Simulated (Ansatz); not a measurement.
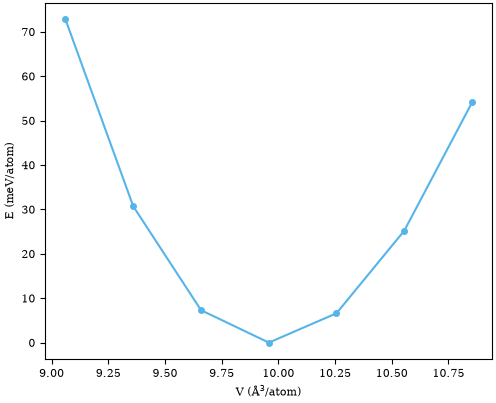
Fig. 1. HfB2 in space group P6/mmm (No. 191; Hf on 1a, B on 2d) under volume change, PBE in the plane-wave PAW code Ansatz, shape and atoms relaxed at each volume.

Problem. What does a third-order Birch–Murnaghan fit give for V₀, B₀ and B′?

Solution. V₀ = 9.96 Å³/atom, B₀ = 248 GPa, B′ = 3.9.

The cell was relaxed with PBE under the symmetry of its start. No spin polarisation was allowed. Scalar-relativistic: spin–orbit coupling is off unless named, which matters more the heavier the elements.

Potentials: the later of the program's two PAW sets.
